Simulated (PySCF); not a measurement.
Molecule: C4H7O2, SMILES C(OC([CH2])=O)C, doublet. Atoms near the plane z = 0.0 Å, at the B3LYP/def2-SVP optimised geometry (x, y, z in Å): C1 (2.3, 1.0, -0.7), C2 (0.8, 1.1, -0.7), O4 (0.2, 0.1, 0.0), C5 (-1.2, 0.1, 0.0), H7 (2.8, 0.2, -0.1), H9 (-1.6, 1.2, 0.0), H10 (-1.5, -0.4, 1.0).

Calculation: unrestricted B3LYP/def2-TZVP (PySCF 2.14.0). Cells within 0.4 Å of a nucleus heavier than hydrogen are left out (blank, or x). The values are rescaled to run from 0 to 1.

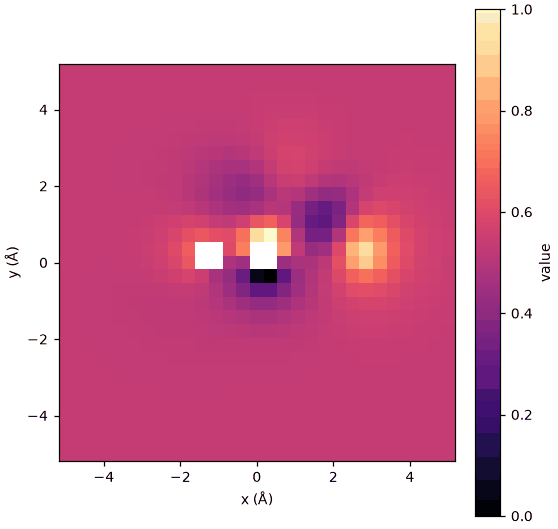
Fig. 1. a field on the plane z = 0.0 Å.

Task: Which quantity is mapped?
(A) deformation density (molecule minus spherical neutral atoms)
(B) an orbital amplitude
(C) log10 of the electron density
(D) electrostatic potential

Result: B, an orbital amplitude. In full: HOMO−1 amplitude (α) (bohr^(-3/2)).
